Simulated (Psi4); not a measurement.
# C2H6FIn (SMILES C[CH](F)[InH2]) at HF/def2-SVP (core potential)

What is the vertical singlet–triplet gap of C2H6FIn at HF/def2-SVP (core potential)? 

The calculation is run with Psi4 1.11.

### 1 Starting point

C2H6FIn has 10 atoms, charge 0, and is taken as a singlet. SMILES: `C[CH](F)[InH2]`. The shape is that of a PBE0-D4/def2-TZVP optimisation.

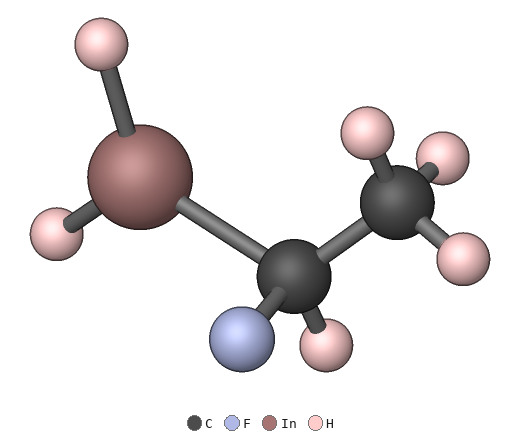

The structure, seen from a chosen angle (carbon dark grey, fluorine light blue, indium brown, hydrogen pink).

### 2 The energy at HF/def2-SVP (core potential)

File c2h6fin.py:

```python
import psi4

psi4.set_memory(1600000000)
psi4.set_num_threads(1)
psi4.set_output_file('output.dat', False)

molecule = psi4.geometry("""
0 1
C     -0.140800     1.253600    -0.575200
C      0.633800     0.180000     0.137200
F      0.870200     0.597100     1.467800
In    -0.385200    -1.745500     0.423800
H      0.391300     2.210500    -0.541500
H     -1.131900     1.397600    -0.139100
H     -0.271900     0.979300    -1.626600
H      1.621200     0.055100    -0.315800
H     -2.079900    -1.696200     0.762700
H      0.493100    -3.231500     0.406600
symmetry c1
""")

psi4.set_options({
    'basis': 'def2-SVP',
    'puream': True,
    'e_convergence': 1e-09,
    'd_convergence': 1e-08,
    'scf_type': 'pk',
})

result, w = psi4.energy('scf', molecule=molecule, return_wfn=True)
psi4.oeprop(w, 'DIPOLE', 'MAYER_INDICES', 'MULLIKEN_CHARGES', title='SCF')
print(f'scf energy: {result:.10f} Eh')
```

Command:

```
$ python c2h6fin.py
```

output.dat:

```text
[...]
    !!!  WARNING: ECP capability is in beta. Please check occupations closely.  !!!
[...]
  Running in c1 symmetry.
[...]
  Nuclear repulsion =  190.900305887032346
[...]
  Multiplicity = 1
[...]
  Nalpha       = 24
  Nbeta        = 24
[...]
    Number of basis functions: 98
[...]
   @RHF iter   1:  -367.60036600023949   -1.56127e+00   3.65487e-03 ADIIS/DIIS
[...]
   @RHF iter  12:  -367.67853979402395   -2.61480e-12   3.61302e-09 DIIS
[...]
    Orbital Energies [Eh]
    ---------------------
    Doubly Occupied:
       1A    -26.252719     2A    -11.291141     3A    -11.230401
       4A     -5.386390     5A     -3.647998     6A     -3.638024
       7A     -3.637854     8A     -1.540257     9A     -1.040013
      10A     -1.029865    11A     -1.028531    12A     -1.027835
      13A     -1.024239    14A     -1.000689    15A     -0.823825
      16A     -0.684625    17A     -0.666752    18A     -0.635156
      19A     -0.572481    20A     -0.545862    21A     -0.530701
      22A     -0.500727    23A     -0.406824    24A     -0.365933
[...]
  @RHF Final Energy:  -367.67853979402395
   => Energetics <=
    Nuclear Repulsion Energy =            190.9003058870323457
    One-Electron Energy =                -960.1400019956156484
    Two-Electron Energy =                 401.5611563145593550
    Total Energy =                       -367.6785397940239477
[...]
 Multipole Moments:
 ------------------------------------------------------------------------------------
     Multipole            Electronic (a.u.)      Nuclear  (a.u.)        Total (a.u.)
 ------------------------------------------------------------------------------------
 L = 1.  Multiply by 2.5417464519 to convert [e a0] to [Debye]
 Dipole X            :        -15.9689312           15.8684923           -0.1004389
 Dipole Y            :        -52.1083631           51.9318462           -0.1765169
 Dipole Z            :          3.7776969           -4.5829007           -0.8052039
 Magnitude           :                                                    0.8304213
[...]
  Mulliken Charges: (a.u.)
   Center  Symbol    Alpha    Beta     Spin     Total
       1     C     3.01630  3.01630  0.00000 -0.03260
       2     C     2.98330  2.98330  0.00000  0.03340
       3     F     4.71210  4.71210  0.00000 -0.42420
       4    IN    10.17995 10.17995  0.00000  0.64010
       5     H     0.47891  0.47891  0.00000  0.04219
       6     H     0.47821  0.47821  0.00000  0.04358
       7     H     0.48809  0.48809  0.00000  0.02382
       8     H     0.48067  0.48067  0.00000  0.03867
       9     H     0.59147  0.59147  0.00000 -0.18294
      10     H     0.59100  0.59100  0.00000 -0.18200
[...]
```

The script printed:

```text
scf energy: -367.6785397940 Eh
```

Wall time 7.8 s (1 thread of AMD EPYC, shared host); peak memory 0.36 GiB.

### 3 The triplet: energy and gradient at UHF/def2-SVP (core potential)

File job.py:

```python
import psi4

psi4.set_memory(1600000000)
psi4.set_num_threads(1)
psi4.core.set_output_file('run.log', False)

m = psi4.geometry("""
0 3
C
C 1 1.503375
F 2 1.414339 1 108.74333
In 2 2.197283 3 102.31194 1 -123.98645
H 1 1.09541 2 111.03692 3 56.86693
H 1 1.092336 5 108.25787 2 123.16679
H 1 1.094472 6 107.93158 5 -116.49844
H 2 1.093512 3 105.81266 1 118.73713
H 4 1.728957 2 117.0743 8 -165.4866
H 4 1.726239 9 121.68251 2 176.30798
symmetry c1
""")

options = {'basis': 'def2-SVP', 'reference': 'uhf', 'puream': True, 'e_convergence': 1e-09, 'd_convergence': 1e-08, 'scf_type': 'pk', 'maxiter': 100}
psi4.set_options(options)

e, wfn = psi4.gradient("scf", molecule=m, return_wfn=True)
psi4.oeprop(wfn, "DIPOLE", "LOWDIN_CHARGES", "QUADRUPOLE", title="SCF")
print('gradient / Eh bohr^-1')
print(e.np.round(6))
print(f'energy = {wfn.energy():.10f} Eh')
```

Command:

```
$ python job.py
```

run.log (excerpt; [...] marks lines left out):

```text
[...]
    !!!  WARNING: ECP capability is in beta. Please check occupations closely.  !!!
[...]
  Running in c1 symmetry.
[...]
  Nuclear repulsion =  190.900280528196419
[...]
  Multiplicity = 3
[...]
  Nalpha       = 25
  Nbeta        = 23
[...]
    Number of basis functions: 98
[...]
   @UHF iter   1:  -367.43858947955601   -1.43814e+00   3.50267e-03 DIIS/ADIIS
[...]
   @UHF iter  22:  -367.53837213716514   -3.80851e-12   3.99379e-09 DIIS
[...]
   @S^2 Observed:                2.014498389E+00
[...]
    Orbital Energies [Eh]
    ---------------------
    Alpha Occupied:
       1A    -26.340647     2A    -11.417555     3A    -11.287497
       4A     -5.383429     5A     -3.644146     6A     -3.636557
       7A     -3.632584     8A     -1.629040     9A     -1.108566
      10A     -1.036166    11A     -1.028228    12A     -1.024993
      13A     -1.018183    14A     -1.014168    15A     -0.913224
      16A     -0.781854    17A     -0.753524    18A     -0.720775
      19A     -0.647058    20A     -0.599172    21A     -0.591240
      22A     -0.564067    23A     -0.470646    24A     -0.396528
      25A     -0.192717
    Alpha Virtual:
[...]
  @UHF Final Energy:  -367.53837213716514
   => Energetics <=
    Nuclear Repulsion Energy =            190.9002805281964186
    One-Electron Energy =                -958.2969668082180306
    Two-Electron Energy =                 399.8583141428565000
    Total Energy =                       -367.5383721371651404
  UHF NO Occupations:
  HONO-2 :   23  A 1.9966498
  HONO-1 :   24  A 1.0000000
[...]
  -Total Gradient:
     Atom            X                  Y                   Z
    ------   -----------------  -----------------  -----------------
       1       -0.022637059100    -0.015426085584     0.007709003455
       2        0.084806562821     0.098014678755     0.030547333807
       3       -0.005595589795    -0.047184200575     0.011869662084
       4       -0.064268222756    -0.048174086048    -0.028468241583
       5        0.000063796729     0.001653878540    -0.009503522585
       6        0.001944932037     0.000371570237    -0.000623439426
       7       -0.000314104491     0.004229279419    -0.001685483434
       8       -0.016291065069    -0.012106469778    -0.016302875730
       9        0.008787757147     0.010840820220     0.007036014477
      10        0.013502992477     0.007780614815    -0.000578451065
[...]
 Multipole Moments:
[...]
```

Standard output:

```text
gradient / Eh bohr^-1
[[-2.2637e-02 -1.5426e-02  7.7090e-03]
 [ 8.4807e-02  9.8015e-02  3.0547e-02]
 [-5.5960e-03 -4.7184e-02  1.1870e-02]
 [-6.4268e-02 -4.8174e-02 -2.8468e-02]
 [ 6.4000e-05  1.6540e-03 -9.5040e-03]
 [ 1.9450e-03  3.7200e-04 -6.2300e-04]
 [-3.1400e-04  4.2290e-03 -1.6850e-03]
 [-1.6291e-02 -1.2106e-02 -1.6303e-02]
 [ 8.7880e-03  1.0841e-02  7.0360e-03]
 [ 1.3503e-02  7.7810e-03 -5.7800e-04]]
energy = -367.5383721372 Eh
```

Run time: 19 s. Hardware: 1 thread of AMD EPYC, shared host; peak memory 0.36 GiB.

### 4 Results

At HF/def2-SVP (core potential):

| quantity | value |
| --- | --- |
| singlet: total energy | -367.67854 Eh |
| singlet: dipole moment | 2.11 D |
| singlet: HOMO energy | -9.96 eV |
| singlet: LUMO energy | 0.81 eV |
| singlet: HOMO–LUMO gap | 10.76 eV |
| triplet: total energy | -367.53837 Eh |
| triplet: dipole moment | 4.86 D |
| triplet: HOMO energy (highest over α and β) | -5.24 eV |
| triplet: LUMO energy (lowest over α and β) | -1.78 eV |
| triplet: ⟨S²⟩ | 2.014 |
| triplet: largest force on an atom | 6.847 eV/Å |
| vertical energy of the triplet above the singlet | 3.814 eV |

In words: At this shape the triplet lies 3.81 eV (88 kcal/mol) above the singlet.
